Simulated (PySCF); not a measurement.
C3H10OSi2

```xyz
16

C     2.5110    0.0923    0.2860
Si    0.6919    0.0973    0.7970
C    -0.3951   -1.2172   -0.0630
C    -1.7577   -0.5641   -0.3428
Si   -1.4570    1.3010   -0.6138
O    -0.0428    1.4418    0.2000
H     3.0186    0.9630    0.6872
H     3.0131   -0.7886    0.6706
H     2.6331    0.1053   -0.7930
H     0.5065    0.1383    2.2505
H     0.0651   -1.5019   -1.0121
H    -0.5189   -2.1377    0.5071
H    -2.3986   -0.6940    0.5319
H    -2.2658   -1.0601   -1.1698
H    -1.1950    1.6641   -2.0041
H    -2.4160    2.1695    0.0570
```

Geometry: GFN2-xTB.

Computed with CAM-B3LYP/def2-SVPD, SCF density, gas phase in PySCF 2.14.0.

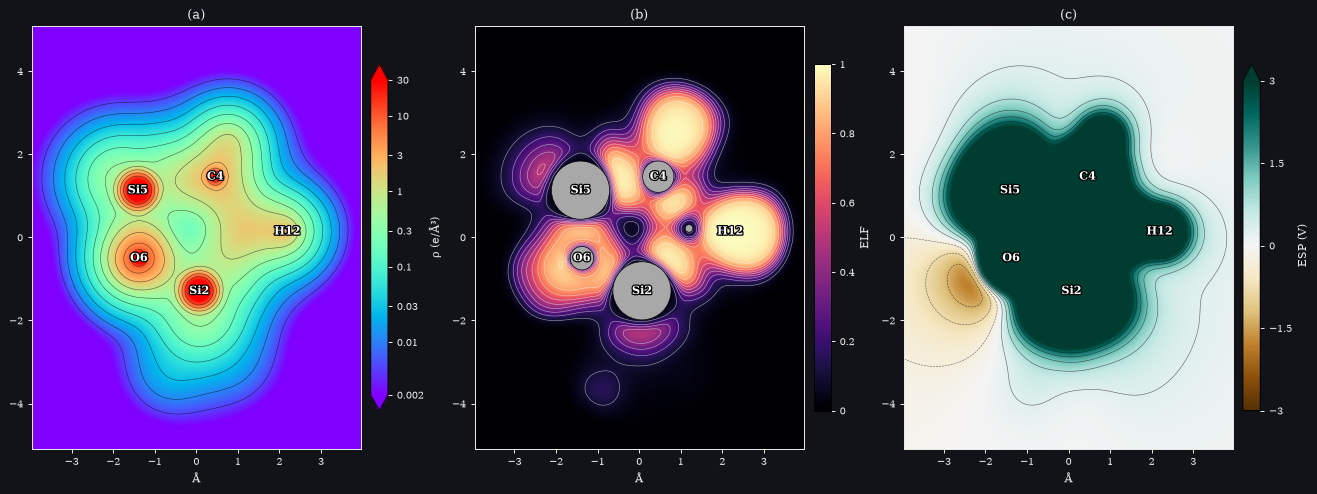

Figure 1. (a) total electron density; (b) ELF; (c) molecular electrostatic potential on the plane of atoms Si2, O6 and Si5. Grey discs cover the atomic cores in the ELF map.

### Describe what can be read from this map.

Atoms in the plane: Si, C, O and H. Si–O (1.64 Å): the density is about 1.1 e/Å³ at the midpoint; the ELF peaks at about 0.85 between the atoms: a shared but strongly polarised pair. C–Si (1.91 Å): ρ is about 0.94 e/Å³ halfway; the ELF peaks at about 0.95 between the atoms: localised, covalent bonding. The ELF also peaks beside O6, away from the bonds: lone-pair regions. Outside the dense part of the molecule the potential is most negative (−1.8 V) near O6.

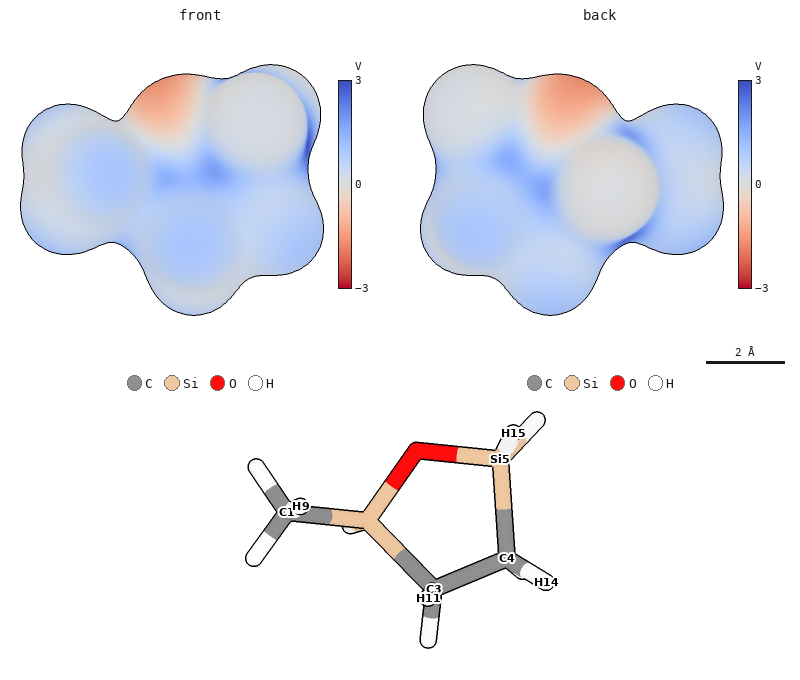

Figure 2. The electrostatic potential painted on the density surface at 0.004 e/bohr³, seen from the front and from behind; the colour scale runs from red (negative) to blue (positive). The bare structure is drawn below in the same view.

### Describe the electrostatic potential map.

The most negative region (about −1.6 V, or −37 kcal/mol for a unit charge) lies over O6, the most positive (about +2.5 V, or +58 kcal/mol for a unit charge) over Si5. O6 is the likeliest acceptor of a hydrogen bond.
